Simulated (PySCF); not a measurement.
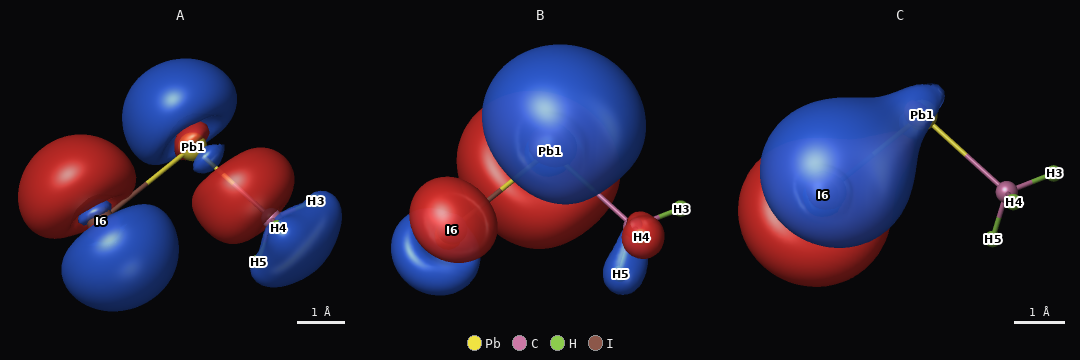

*CH₃IPb (Pb(CH3)(I)). Three frontier orbitals at ±0.08 Å⁻³ᐟ² (blue and red are the two phases), in no order.*

Core potentials replace the inner electrons of Pb and I.

The calculation used PySCF 2.14.0, RKS BP86, Pb def2-SVP with ECP60, C def2-SVP, H def2-SVP, I def2-SVP with ECP28; non-relativistic Hamiltonian with scalar-relativistic core potentials where named; density fitting.

Input file:

```
mol = gto.M(atom='''
Pb     1.04746     0.00000    -0.98914
C      2.86154     0.00000     0.47365
H      3.82108     0.00000    -0.08324
H      2.80350     0.89838     1.12261
H      2.80350    -0.89838     1.12261
I     -0.93955     0.00000     1.08693''',
    basis={'Pb': 'def2-SVP', 'C': 'def2-SVP', 'H': 'def2-SVP', 'I': 'def2-SVP'},
    ecp={'Pb': 'def2-SVP', 'I': 'def2-SVP'},
    charge=0, spin=0)
mf = dft.RKS(mol, xc='B88,P86')
mf.grids.atom_grid = (75, 302)  # f atoms: at least (60, 302), unpruned
mf = mf.density_fit()  # Pb def2-universal-JKFIT, C def2-universal-JKFIT, H def2-universal-JKFIT, I def2-universal-JKFIT
mf.conv_tol = 1e-09; mf.max_cycle = 55
mf.kernel(dm0)
```

Launched as:

```sh
OMP_NUM_THREADS=2 python run.py
```

Which picture is the HOMO−1, the HOMO and the LUMO?

Answer. C is the HOMO−1 (−6.27 eV). By Hirshfeld shares it lies mainly on I6 (about 90 %) and Pb1 (about 10 %); largely a lone pair of I6. A is the HOMO (−5.55 eV). By Hirshfeld shares it lies mainly on I6 (about 50 %), Pb1 (about 25 %) and C2 (about 20 %). B is the LUMO (−3.65 eV). It lies mainly on Pb1 (about 85 %) and I6 (about 10 %).

What is the HOMO–LUMO gap?

Answer. 1.90 eV between the orbital energies.
